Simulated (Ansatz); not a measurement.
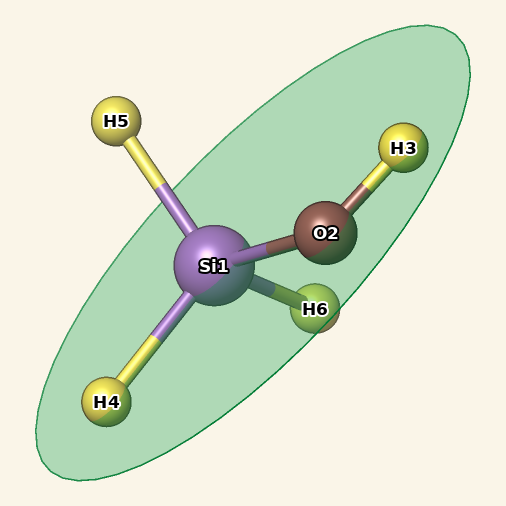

A disc through the centre of mass is drawn in. Depth is shown by fading: the farther an atom, the more it takes the colour of the background. The geometry was computed by an optimisation with PBE0-D4/def2-TZVP.

Is the plane of the disc a mirror plane of the structure?

Yes. The reflection leaves Si1, O2, H3, H4 in place and moves H5 ↔ H6. The point group is Cs.
